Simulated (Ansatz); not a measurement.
Run report: CH4AlFO, phonon calculation

System: CH4AlFO, SMILES [OH][AlH][CH2]F.
Method: RKS BLYP-D4/def2-SVP (Ansatz 0.2.0).

It belongs to a series of runs on one base structure; here: vibrations at the highest image of the band.

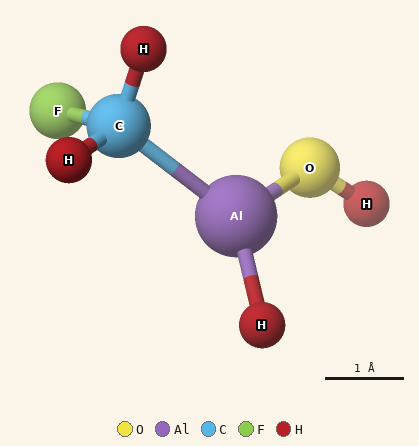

**Figure 1.** The structure (ball-and-stick view, seen at an oblique angle). Sticks mark near contacts.

Input file
```yaml
crystal:
  periodic: [false, false, false]
  atoms:
    - { symbol: O, position_ang: [-1.025141, 1.08892, -1.239977] }
    - { symbol: Al, position_ang: [-0.253799, 0.703167, 0.248144] }
    - { symbol: C, position_ang: [0.565149, -1.115205, 0.302503] }
    - { symbol: F, position_ang: [1.493704, -1.174408, -0.774211] }
    - { symbol: H, position_ang: [-1.413438, 1.952687, -1.456904] }
    - { symbol: H, position_ang: [-0.210398, 1.758327, 1.443988] }
    - { symbol: H, position_ang: [-0.176291, -1.938094, 0.171422] }
    - { symbol: H, position_ang: [1.112315, -1.332493, 1.249335] }
basis:
  gaussian: { orbitals: def2-SVP }
hamiltonian:
  xc: blyp
  dispersion: d4
phonons: {}
```

Run on 1 thread of Arm Neoverse V2, 128 GiB of memory available, shared host.

Launched with:
```bash
ansatz run input.yaml --threads 1 --pin off --max-ram 2048MiB --backend cpu --events-out ev --progress --plain --runs-dir out
```

What the program printed
```
Engine: ansatz 0.2.0, aarch64-unknown-linux-gnu
Functional definition: BLYP
  parameter beta = 0.0042
  parameter a = 0.04918
  parameter b = 0.132
  parameter c = 0.2533
  parameter d = 0.349
  exchange = b88_x(beta = beta)
  correlation = lyp_c(a = a, b = b, c = c, d = d)
874 factors; their error is unknown
mean field evaluation 1: about -12445.1234 eV, gradient 7.3e1 eV
mean field evaluation 2: about -12370.6219 eV, gradient 1.8e2 eV
mean field evaluation 4: about -12455.3182 eV, gradient 1.6e1 eV
mean field evaluation 8: about -12455.9010 eV, gradient 8.6e-2 eV
mean field evaluation 16: about -12455.8568 eV, gradient 2.1e-5 eV
mean field -12455.85675262 eV, -457.7442927760 hartree, gradient 2.1e-5 eV, S^2 0.000000; 0 other end points of the search recorded, 0 dependent functions left out
the calculation of the forces begins
reference -12455.85706477 eV, -457.7443042472 hartree; 20, 20 occupied and 60, 60 virtual orbitals, 874 factors
these checks for a lower state are left out or cut short: stability, starts, cluster_reference, orbital_swaps, neighbouring_geometries, increment
874 factors; their error is unknown
mean field -12455.85665367 eV, -457.7442891394 hartree, gradient 1.3e-6 eV, S^2 0.000000; 0 other end points of the search recorded, 0 dependent functions left out
[... from here on the field's lines of each further geometry are left out, up to the last ...]
the calculation of the forces begins
reference -12455.85698164 eV, -457.7443011922 hartree; 20, 20 occupied and 60, 60 virtual orbitals, 874 factors
these checks for a lower state are left out or cut short: stability, starts, cluster_reference, orbital_swaps, neighbouring_geometries, increment
874 factors; their error is unknown
mean field -12455.85669474 eV, -457.7442906486 hartree, gradient 7.9e-7 eV, S^2 0.000000; 0 other end points of the search recorded, 0 dependent functions left out
the calculation of the forces begins
reference -12455.85700685 eV, -457.7443021186 hartree; 20, 20 occupied and 60, 60 virtual orbitals, 874 factors
WARN: phonons: modes at or below zero, which the zero-point energy, F, S and C_V leave out: 1, the lowest at -65.39 cm⁻¹. A minimum has none, and a first-order saddle one
Total energy: -12456.10077699 eV, -457.7532605062 hartree
Atom 0 at    -1.025141     1.088920    -1.239977 Å, force    -0.000364     0.002852     0.002754 eV/Å
Atom 1 at    -0.253799     0.703167     0.248144 Å, force     0.000734    -0.002458    -0.000104 eV/Å
Atom 2 at     0.565149    -1.115205     0.302503 Å, force    -0.001779    -0.001043     0.001892 eV/Å
Atom 3 at     1.493704    -1.174408    -0.774211 Å, force     0.000992     0.001161    -0.000586 eV/Å
Atom 4 at    -1.413438     1.952687    -1.456904 Å, force    -0.000473    -0.001215    -0.002846 eV/Å
Atom 5 at    -0.210398     1.758327     1.443988 Å, force     0.000902    -0.000146    -0.000168 eV/Å
Atom 6 at    -0.176291    -1.938094     0.171422 Å, force     0.000907     0.000362     0.000064 eV/Å
Atom 7 at     1.112315    -1.332493     1.249335 Å, force    -0.000920     0.000486    -0.001007 eV/Å
Dipole moment:    -0.277645     0.218705     0.256886 e Å
Vibrations: -65.39 117.39 220.94 378.54 462.97 511.64 576.20 642.43 706.81 854.54 955.63 1187.29 1228.02 1403.22 1874.92 2908.88 2955.85 3770.31 cm⁻¹, zero-point energy 1.286683 eV
```

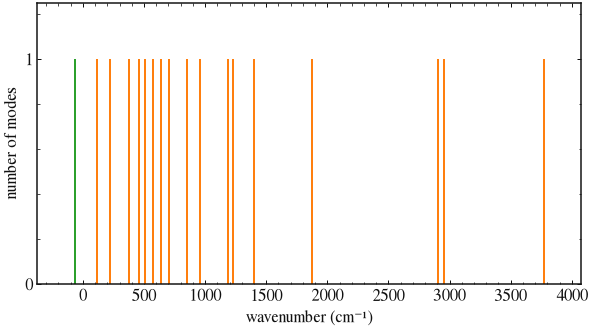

**Figure 2.** Harmonic vibrational wavenumbers from the force constants; neighbouring modes closer than 17 cm⁻¹ are counted in one stick, and imaginary ones are drawn at negative wavenumbers. 18 modes from 65i to 3770 cm⁻¹, 1 imaginary beyond 8i (65i cm⁻¹): not a clean minimum; so soft a mode can be a shallow saddle, an incomplete relaxation or noise of the force constants.

Key numbers

- outcome: converged
- total energy: −12456.1008 eV
- mean-field energy: −12455.8571 eV
- largest force (length of the vector): 0.004 eV/Å
- wall time: 57 s
- peak memory: 0.1 GiB
